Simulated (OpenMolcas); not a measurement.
# Run report: BH, geometry relaxation (part 2 of 2)

BH (borane(1)), SMILES [BH]; PBE50/cc-pVQZ, RKS (OpenMolcas 26.06). 

Geometry of the input (Å):
```
B  0.0000  0.0000  0.0000
H  0.0000  0.0000  1.2324
```

Output, continued:
```
*****************************************************************************************************************
*****************************************************************************************************************

++ Geometry section

********************************************************************************
  Geometrical information of the new structure
********************************************************************************

 *********************************************************
 * Nuclear coordinates for the next iteration / bohr     *
 *********************************************************
  ATOM              X               Y               Z
  B1               0.000000        0.000000        0.001262
  H2               0.000000        0.000000        2.327637

 *********************************************************
 * Nuclear coordinates for the next iteration / angstrom *
 *********************************************************
  ATOM              X               Y               Z
  B1               0.000000        0.000000        0.000668
  H2               0.000000        0.000000        1.231732

                    ***************************************
                    *    InterNuclear Distances / bohr    *
                    ***************************************

               1 B1            2 H2
    1 B1       0.000000
    2 H2       2.326375        0.000000

                    *******************************************
                    *    InterNuclear Distances / angstrom    *
                    *******************************************

               1 B1            2 H2
    1 B1       0.000000
    2 H2       1.231065        0.000000
--
--- Stop Module: slapaf /rc=_RC_CONTINUE_LOOP_ ---

>>> END DO

--- Start Module: seward ---
--- Stop Module: seward /rc=_RC_ALL_IS_WELL_ ---
--- Module seward spent 1 second ---

--- Start Module: scf ---
--- Stop Module: scf /rc=_RC_ALL_IS_WELL_ ---
--- Module scf spent 1 second ---

--- Start Module: slapaf ---
--- Stop Module: slapaf /rc=_RC_INVOKED_OTHER_MODULE_ ---

--- Start Module: alaska ---
 Rotational correction to the DFT gradient is turned off due to close-to-degeneracy problems!
--- Stop Module: alaska /rc=_RC_ALL_IS_WELL_ ---
--- Module alaska spent 1 second ---

--- Start Module: slapaf ---

**********************************************************************************************************************
*                                    Energy Statistics for Geometry Optimization                                     *
**********************************************************************************************************************
                       Energy     Grad      Grad              Step                 Estimated   Geom       Hessian
Iter      Energy       Change     Norm      Max    Element    Max     Element     Final Energy Update Update   Index
  1    -25.25800734  0.00000000 0.001076 -0.000761 nrc001  -0.002523  nrc001      -25.25800830 RS-RFO  None      0
  2    -25.25800862 -0.00000128 0.000362 -0.000256 nrc001  -0.001272  nrc001      -25.25800879 RS-RFO  BFGS      0

       +----------------------------------+----------------------------------+
       +    Cartesian Displacements       +    Gradient in internals         +
       +  Value      Threshold Converged? +  Value      Threshold Converged? +
 +-----+----------------------------------+----------------------------------+
 + RMS + 6.3593E-04  1.2000E-03     Yes   + 3.6193E-04  3.0000E-04     No    +
 +-----+----------------------------------+----------------------------------+
 + Max + 6.3593E-04  1.8000E-03     Yes   + 2.5592E-04  4.5000E-04     Yes   +
 +-----+----------------------------------+----------------------------------+

 Convergence not reached yet!

*****************************************************************************************************************
*****************************************************************************************************************

++ Geometry section

********************************************************************************
  Geometrical information of the new structure
********************************************************************************

 *********************************************************
 * Nuclear coordinates for the next iteration / bohr     *
 *********************************************************
  ATOM              X               Y               Z
  B1               0.000000        0.000000        0.001898
  H2               0.000000        0.000000        2.327001

 *********************************************************
 * Nuclear coordinates for the next iteration / angstrom *
 *********************************************************
  ATOM              X               Y               Z
  B1               0.000000        0.000000        0.001004
  H2               0.000000        0.000000        1.231396

--
--- Stop Module: slapaf /rc=_RC_CONTINUE_LOOP_ ---

>>> END DO

--- Start Module: seward ---
--- Stop Module: seward /rc=_RC_ALL_IS_WELL_ ---
--- Module seward spent 1 second ---

--- Start Module: scf ---
--- Stop Module: scf /rc=_RC_ALL_IS_WELL_ ---
--- Module scf spent 1 second ---

--- Start Module: slapaf ---
--- Stop Module: slapaf /rc=_RC_INVOKED_OTHER_MODULE_ ---

--- Start Module: alaska ---
 Rotational correction to the DFT gradient is turned off due to close-to-degeneracy problems!
--- Stop Module: alaska /rc=_RC_ALL_IS_WELL_ ---
--- Module alaska spent 1 second ---

--- Start Module: slapaf ---

**********************************************************************************************************************
*                                    Energy Statistics for Geometry Optimization                                     *
**********************************************************************************************************************
                       Energy     Grad      Grad              Step                 Estimated   Geom       Hessian
Iter      Energy       Change     Norm      Max    Element    Max     Element     Final Energy Update Update   Index
  1    -25.25800734  0.00000000 0.001076 -0.000761 nrc001  -0.002523  nrc001      -25.25800830 RS-RFO  None      0
  2    -25.25800862 -0.00000128 0.000362 -0.000256 nrc001  -0.001272  nrc001      -25.25800879 RS-RFO  BFGS      0
  3    -25.25800879 -0.00000016 0.000000 -0.000000 nrc001  -0.000001  nrc001      -25.25800879 RS-RFO  BFGS      0

       +----------------------------------+----------------------------------+
       +    Cartesian Displacements       +    Gradient in internals         +
       +  Value      Threshold Converged? +  Value      Threshold Converged? +
 +-----+----------------------------------+----------------------------------+
 + RMS + 3.9199E-07  1.2000E-03     Yes   + 2.2383E-07  3.0000E-04     Yes   +
 +-----+----------------------------------+----------------------------------+
 + Max + 3.9245E-07  1.8000E-03     Yes   + 1.5827E-07  4.5000E-04     Yes   +
 +-----+----------------------------------+----------------------------------+

 Geometry is converged in   3 iterations to a Minimum Structure

*****************************************************************************************************************
*****************************************************************************************************************

++ Geometry section

********************************************************************************
  Geometrical information of the final structure
********************************************************************************

  NOTE: on convergence the final predicted structure will be printed here.
  This is not identical to the structure printed in the head of the output.

 *********************************************************
 * Nuclear coordinates of the final structure / bohr     *
 *********************************************************
  ATOM              X               Y               Z
  B1               0.000000        0.000000        0.001898
  H2               0.000000        0.000000        2.327001

 *********************************************************
 * Nuclear coordinates of the final structure / angstrom *
 *********************************************************
  ATOM              X               Y               Z
  B1               0.000000        0.000000        0.001004
  H2               0.000000        0.000000        1.231396

                    ***************************************
                    *    InterNuclear Distances / bohr    *
                    ***************************************

               1 B1            2 H2
    1 B1       0.000000
    2 H2       2.325103        0.000000

                    *******************************************
                    *    InterNuclear Distances / angstrom    *
                    *******************************************

               1 B1            2 H2
    1 B1       0.000000
    2 H2       1.230391        0.000000
--
--- Stop Module: slapaf /rc=_RC_INVOKED_OTHER_MODULE_ ---

--- Start Module: last_energy ---

                                            &LAST_ENERGY

                       available to each process: 1.9 GB of memory, 1 thread

    Geometry read from RUNFILE

               SEWARD will generate:
                  Multipole Moment integrals up to order  2
                  Kinetic Energy integrals
                  Nuclear Attraction integrals (point charge)
                  One-Electron Hamiltonian integrals
                  Velocity integrals
                  Orbital angular momentum around (  0.0000   0.0000   0.1953 )
                  Velocity quadrupole around (  0.0000   0.0000   0.1969 )
                  Two-Electron Repulsion integrals

                   Integrals are discarded if absolute value <: 1.00E-14
                   Integral cutoff threshold is set to       <: 1.00E-16

            Nuclear Potential Energy              2.15044268 au

      Basis set specifications :
      Symmetry species         a
      Basis functions           85

 ###############################################################################
 ###     Minimized-density-differences option turned off!                    ###
 ###############################################################################
++    Input section:
      --------------

      Header of the integral files:

      Cartesian coordinates in angstrom:
      -----------------------------------------------------
      No.  Label        X            Y            Z
      -----------------------------------------------------
       1   B1         0.00000000   0.00000000   0.00100433
       2   H2         0.00000000   0.00000000   1.23139567
      -----------------------------------------------------
      Nuclear repulsion energy =    2.15044268
--

++    Orbital specifications:
      -----------------------

      Symmetry species               1
                                     a
      Frozen orbitals                0
      Occupied orbitals              3
      Secondary orbitals            82
      Deleted orbitals               0
      Total number of orbitals      85
      Number of basis functions     85
--

      Molecular charge                           0.000

      Numerical integration parameters
      --------------------------------
      Radial quadrature type:                         MHL
      Size of radial grid:                            75
      Lebedev angular grid:                           29
      Angular grid pruned with the crowding factor:  3.00E+00
                                 and fading factor:  6.00E+00
      Screening threshold for integral computation:   1.00E-11
      Radial quadrature accuracy:                     1.00E-25
      Maximum batch size:                             128
      AO values are stored on disk
      The same grid will be used for all iterations.

      DFT functional specifications
      -----------------------------
      Using Libxc version: 6.2.2
      Please cite the following reference:
      S. Lehtola, C. Steigemann, M. J.T. Oliveira, and M. A.L. Marques.,  SoftwareX 7, 1–5 (2018) doi:10.1016/j.softx.2017.11.002

      * PBE50

++    Optimization specifications:
      ----------------------------

      SCF Algorithm: Conventional
      D(i)-D(i-1) density differences are used
      Number of density matrices in core                 5
      Maximum number of NDDO SCF iterations            400
      Maximum number of HF SCF iterations              400
      Threshold for SCF energy change             1.00E-09
      Threshold for density matrix                1.00E-04
      Threshold for Fock matrix                   1.50E-04
      Threshold for linear dependence             1.00E-09
      Threshold at which DIIS is turned on        1.50E-01
      Maximum depth in the DIIS procedure                5
      Maximum depth in the BFGS Hessian update          30
      Threshold at which QNR/C2DIIS is turned on  7.50E-02
      Threshold for Norm(delta) (QNR/C2DIIS)      1.00E-03
      All orbitals punched on: SCFORB
--

      Detected old SCF orbitals

++ Convergence information
                                   [...]      iterations: Energy and convergence statistics

Iter     Tot. [...]      One-elec.       Two-elec.     Energy      Max Dij or  Max Fij      DNorm      TNorm      AccCon     Time
         Energy          Energy          Energy        Change      Delta Norm                                                in Sec.
   1   -25.258008787   -39.436711490    12.028260024   0.00E+00    7.94E-07    1.63E-07     4.36E+00   3.28E+01   None         0.
   2   -25.258008787   -39.436711545    12.028260079  -2.74E-13    3.03E-07    4.58E-08     4.98E-06   3.28E+01   EDIIS        0.

       Convergence after   2 Iterations
--

 *****************************************************************************************************************************
 *                                             SCF/KS-DFT Program, Final results                                             *
 *                                                       Final Results                                                       *
 *****************************************************************************************************************************

::    Total KS-DFT energy                             -25.2580087873
      One-electron energy                             -39.4367115450
      Two-electron energy                              12.0282600788
      Nuclear repulsion energy                          2.1504426788
      Kinetic energy (interpolated)                    25.1298057988
      Virial theorem                                    1.0051016307
      Total spin, S(S+1)                                0.0000000000
      Total spin, S                                     0.0000000000
      Max non-diagonal density matrix element           0.0000003031
      Max non-diagonal Fock matrix element              0.0000000458

      No orbitals printed

++    Molecular charges:
      ------------------

      Mulliken charges per centre
      ---------------------------

                B1      H2
      Total    4.8880  1.1120

      N-E      0.1120 -0.1120

      Total electronic charge=    6.000000

      Total            charge=   -0.000000
--

++    Molecular properties:
      ---------------------

      Charge (e):
                      =   -0.0000
      Dipole Moment (debye):
      Origin of the operator (angstrom)=    0.0000    0.0000    0.1042
                   X=  8.1974E-16               Y= -1.0002E-15               Z=  1.6372E+00           Total=  1.6372E+00
      Quadrupole Moment (debye*angstrom):
      Origin of the operator (angstrom)=    0.0000    0.0000    0.1042
                  XX= -6.6438E+00              XY=  2.7613E-16              XZ= -1.1385E-15              YY= -6.6438E+00
                  YZ=  1.2250E-15              ZZ= -1.0041E+01
      In traceless form (debye*angstrom)
                  XX=  1.6986E+00              XY=  4.1419E-16              XZ= -1.7077E-15              YY=  1.6986E+00
                  YZ=  1.8376E-15              ZZ= -3.3972E+00
--

--- Stop Module: last_energy /rc=_RC_ALL_IS_WELL_ ---
--- Module last_energy spent 2 seconds ---

>>> END DO

.##################.
.# Happy landing! #.
.##################.

    Timing: Wall=15.01 User=12.04 System=2.92
```

Trajectory as extended XYZ (Å, eV, eV/Å), 3 frames, from step=0 to step=2:
```
2
Properties=species:S:1:pos:R:3:forces:R:3 step=0 energy=-687.30539
B     0.0000    0.0000    0.0000    0.0000   0.0000   0.0391
H     0.0000    0.0000    1.2324    0.0000   0.0000  -0.0391
2
Properties=species:S:1:pos:R:3:forces:R:3 step=1 energy=-687.30543
B     0.0000    0.0000    0.0007    0.0000   0.0000   0.0132
H     0.0000    0.0000    1.2317    0.0000   0.0000  -0.0132
2
Properties=species:S:1:pos:R:3:forces:R:3 step=2 energy=-687.30543
B     0.0000    0.0000    0.0010    0.0000   0.0000   0.0000
H     0.0000    0.0000    1.2314    0.0000   0.0000   0.0000
```

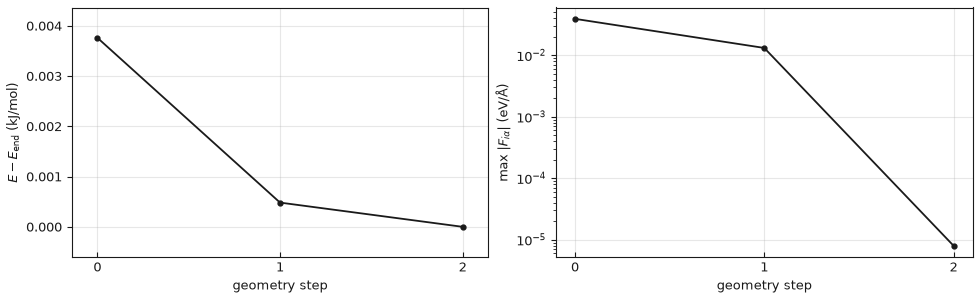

Figure 1. Progress of the relaxation, step by step (steps are counted from 0). No atom moves by more than 0.005 Å after the best rigid fit. After 2 geometry steps the energy has fallen by next to nothing (0.0 kJ/mol). The largest force component goes from 0.039 to under 0.0001 eV/Å.

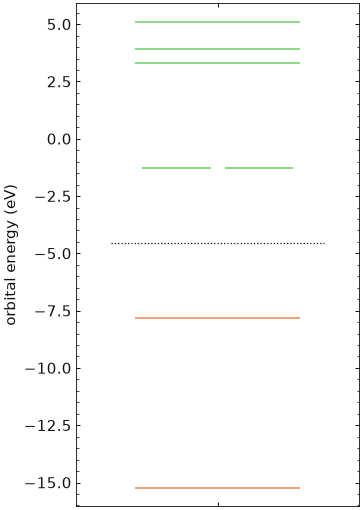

Figure 2. Orbital energies near the frontier; the dotted line parts filled from empty levels, and levels within 0.02 eV of each other stand side by side. Highest filled −7.84 eV, lowest empty −1.27 eV, 6.57 eV apart.

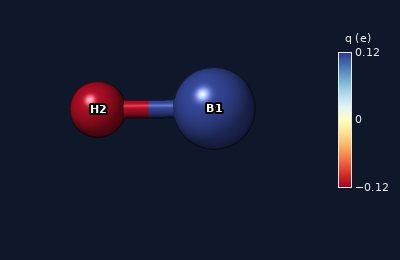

Figure 3. Mulliken charges, as the colour of each atom (ball-and-stick view, seen on its broad side; atoms are numbered from 1 in the order of the input). By element: B +0.11 and H −0.11 e.

Summary:

| quantity | value |
| --- | --- |
| outcome | converged |
| total energy | −25.258009 hartree |
| basis functions | 85 |
| HOMO | −7.84 eV |
| LUMO | −1.27 eV |
| dipole moment | 1.64 debye |
| wall time | 15 s |
| peak memory | 0.47 GiB |
